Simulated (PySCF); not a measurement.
**NMR shielding calculation, with input and output: C₃H₆O₂S₂Si**

The run: NMR shielding calculation of C₃H₆O₂S₂Si. Method and program: GIAO PBE0/pcSseg-1 NMR shielding, non-relativistic, gas phase (PySCF 2.14.0).

The geometry comes from this level: PBE0-D3(BJ)/def2-SVP. It belongs to a series of runs on one base structure; here: H on Si replaced by OCHO. Figures and captions count atoms from 1; the log counts them from 0 in places.

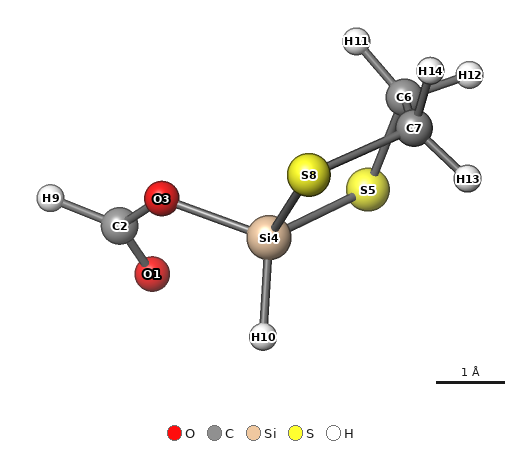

*The structure as given in the input (ball-and-stick view, seen at a tilt; atoms are numbered from 1 in the order of the input).*

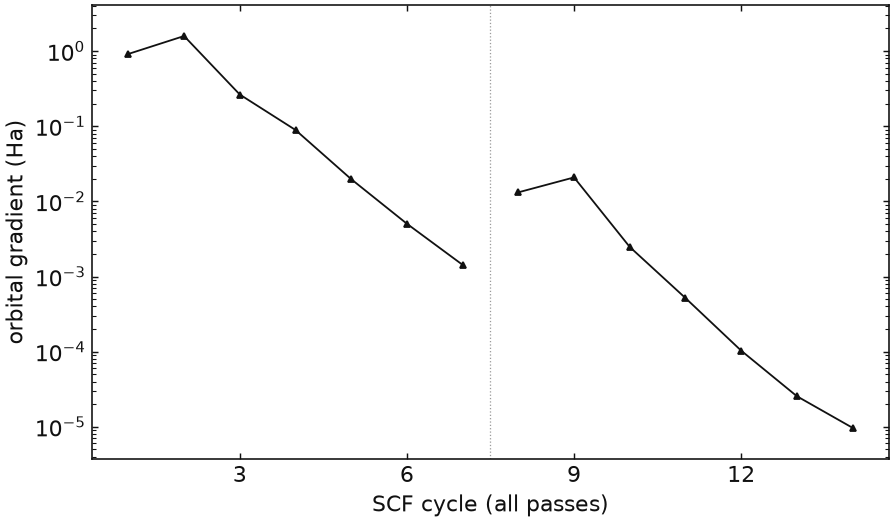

*Convergence of the self-consistent field: orbital gradient against the SCF cycle. The dotted line marks the change from a coarse to the final integration grid.*

The first 7 cycles use a coarse grid, the final grid takes over at cycle 8, and the field converges after 14 cycles in all.

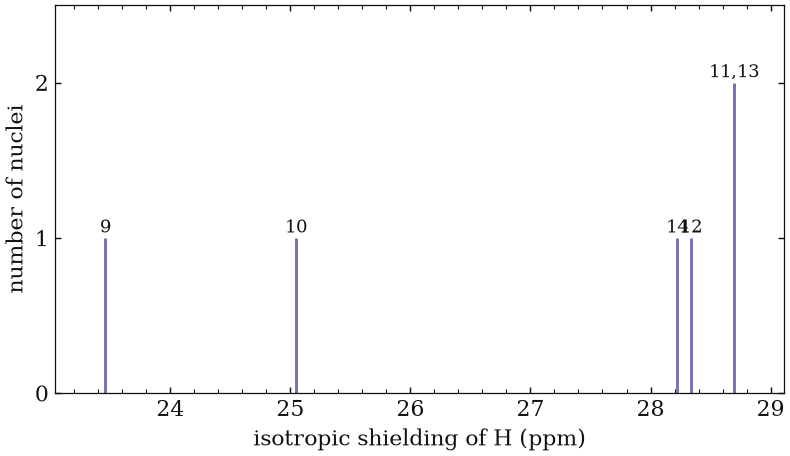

*Isotropic shieldings of the hydrogen nuclei in this fixed geometry, labelled by atom number; shielding grows to the right, so chemical shift grows to the left.*

The least shielded is H9 (23.5 ppm), the most shielded H13 (28.7 ppm).

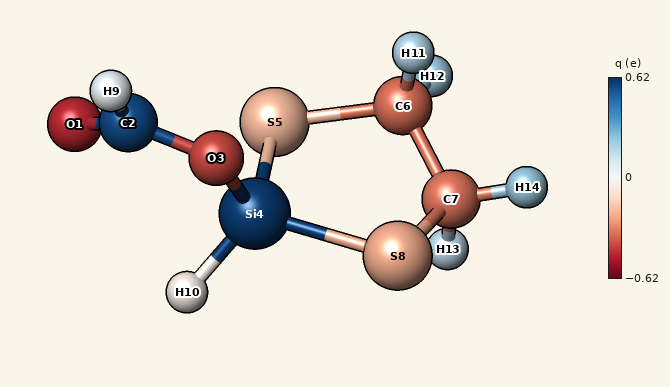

*ESP-fitted charges, as the colour of each atom (ball-and-stick view, seen at a tilt; atoms are numbered from 1 in the order of the input).*

By element: O −0.46 to −0.41, C −0.34 to +0.55, Si +0.59, S −0.22 to −0.19 and H −0.04 to +0.23 e.

These pictures come from the run below.

The input:
```
{"job": {"kind": "nmr", "xc": "PBE0", "basis": "pcSseg-1"}, "charge": 0, "multiplicity": 1}
O      3.324074    -0.520220    -0.194237
C      3.029224    -0.186617     0.919138
O      1.873432     0.385485     1.247900
Si     0.750460     0.718285    -0.012318
S     -0.120043    -0.993316    -0.922354
C     -1.623468    -0.967231     0.129068
C     -2.170074     0.436011     0.276394
S     -0.924892     1.582825     0.983915
H      3.680837    -0.318904     1.807998
H      1.446834     1.596208    -0.978704
H     -1.388497    -1.405655     1.110514
H     -2.354011    -1.617941    -0.375894
H     -2.510244     0.828899    -0.693178
H     -3.020043     0.448528     0.976401
```

The first line tells a small driver script what to run in PySCF; the rest is the geometry in Å.

Launched with:
```bash
OMP_NUM_THREADS=1 python <driver script> task.json out
```

The program's output:
```
coarse grid: 14024 points
cycle   1  E = -1353.3625147775  dE =  1.242e+00  |g| = 9.170e-01  |ddm| = 3.604e+00
cycle   2  E = -1353.0509809688  dE =  3.115e-01  |g| = 1.588e+00  |ddm| = 1.641e+00
cycle   3  E = -1353.5105253408  dE = -4.595e-01  |g| = 2.644e-01  |ddm| = 1.102e+00
cycle   4  E = -1353.5223662249  dE = -1.184e-02  |g| = 8.920e-02  |ddm| = 2.136e-01
cycle   5  E = -1353.5236637946  dE = -1.298e-03  |g| = 1.976e-02  |ddm| = 6.393e-02
cycle   6  E = -1353.5237492589  dE = -8.546e-05  |g| = 5.041e-03  |ddm| = 2.603e-02
cycle   7  E = -1353.5237551949  dE = -5.936e-06  |g| = 1.430e-03  |ddm| = 7.122e-03
final grid: 123696 points
cycle   8  E = -1353.5948789197  dE = -1.320e-05  |g| = 1.320e-02  |ddm| = 2.621e-02
cycle   9  E = -1353.5948265400  dE =  5.238e-05  |g| = 2.086e-02  |ddm| = 2.266e-02
cycle  10  E = -1353.5949118764  dE = -8.534e-05  |g| = 2.475e-03  |ddm| = 1.451e-02
cycle  11  E = -1353.5949129620  dE = -1.086e-06  |g| = 5.173e-04  |ddm| = 1.757e-03
cycle  12  E = -1353.5949130146  dE = -5.261e-08  |g| = 1.032e-04  |ddm| = 4.998e-04
cycle  13  E = -1353.5949130170  dE = -2.389e-09  |g| = 2.554e-05  |ddm| = 1.345e-04
cycle  14  E = -1353.5949130172  dE = -1.728e-10  |g| = 9.695e-06  |ddm| = 4.281e-05
converged SCF energy = -1353.5949130172

GIAO shielding tensors (ppm)
atom      isotropic    diamagn.    paramagn.     s11        s22        s33       span
  0 O     -146.679     402.645    -549.323   -406.083   -276.601    242.647    648.730
  1 C       18.130     243.649    -225.519    -82.082     60.524     75.948    158.030
  2 O       80.546     401.946    -321.400    -59.144    137.174    163.609    222.753
  3 Si     317.520     879.349    -561.829    279.214    324.921    348.425     69.211
  4 S      563.899    1059.411    -495.511    457.356    557.006    677.335    219.980
  5 C      145.074     252.517    -107.443    113.407    155.340    166.474     53.067
  6 C      142.913     251.211    -108.298    107.238    155.811    165.689     58.451
  7 S      602.846    1058.199    -455.353    481.156    568.286    759.097    277.940
  8 H       23.460      23.650      -0.190     18.960     22.936     28.483      9.523
  9 H       25.047      28.622      -3.575     21.019     22.983     31.140     10.121
 10 H       28.672      31.471      -2.799     23.174     26.512     36.331     13.158
 11 H       28.338      30.054      -1.716     21.739     26.354     36.922     15.183
 12 H       28.720      30.277      -1.557     22.757     26.636     36.768     14.011
 13 H       28.223      29.095      -0.873     21.550     26.261     36.857     15.307
```

Key numbers:

```tsv
quantity	value
outcome	converged
total energy	−1353.594913 hartree
HOMO	−7.36 eV
LUMO	−0.58 eV
dipole moment	2.69 D
isotropic shielding, O	−146.7 to 80.5 ppm
isotropic shielding, C	18.1 to 145.1 ppm
isotropic shielding, Si	317.5 ppm
isotropic shielding, S	563.9 to 602.8 ppm
isotropic shielding, H	23.5 to 28.7 ppm
hardware	1 CPU thread, shared host
wall time	64 s
peak memory	0.85 GiB
```
